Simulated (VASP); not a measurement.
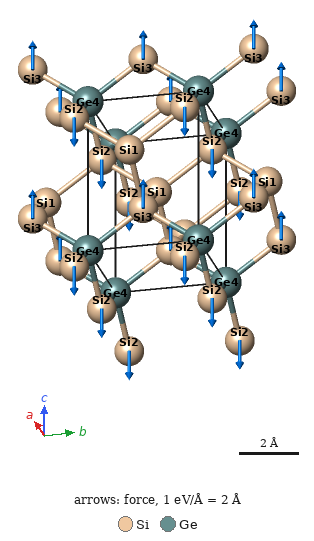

Starting geometry of crystalline Si₃Ge (a generated structure, set up in P-4m2) with the computed forces as blue arrows. Style: ball-and-stick. Shown: the cell of the calculation, from a free direction.

The run lets cell and atoms move.

All numbers below come from Kohn-Sham DFT of a periodic cell, PBE, VASP PAW PBE potentials, recommended (VASP).

The input:
```
SYSTEM = Si3Ge
ALGO = Fast
EDIFF = 1E-4
EDIFFG = -0.08
ENCUT = 520
GGA = PE
IBRION = 2
ISIF = 3
ISMEAR = 0
LASPH = .TRUE.
LCHARG = .FALSE.
LREAL = .FALSE.
LWAVE = .FALSE.
NELM = 60
NSW = 24
PREC = Normal
SIGMA = 0.15
```

Launched with:
```bash
cat potpaw_PBE.64/Si/POTCAR potpaw_PBE.64/Ge_d/POTCAR > POTCAR
mpirun -np 1 vasp_std > vasp.out
```

What follows when this structure is relaxed?

It isn't relaxed: the largest force vector, on Si atoms, is 0.54 eV/Å. The atoms end up moving mostly along the starting forces (cosine between the two patterns 1.00). The energy falls by 28.9 meV per cell of the calculation in 5 geometry steps. Largest force component: 0.54 eV/Å at the start, 0.038 eV/Å at the end. Pressure: 2.32 GPa at the start and 0.33 GPa at the end. The largest moves relative to the cell, 0.030 Å, are those of Si2 and Si3. Si2 goes along −c. Ge stays in place. Cell: a = b 3.882 → 3.921 Å (+1.0 %), c 5.490 → 5.517 Å (+0.5 %). Volume +2.5 %. Among the contacts that change: Si2–Ge4 2.377 → 2.415 Å. The space group stays P-4m2 (No. 115).
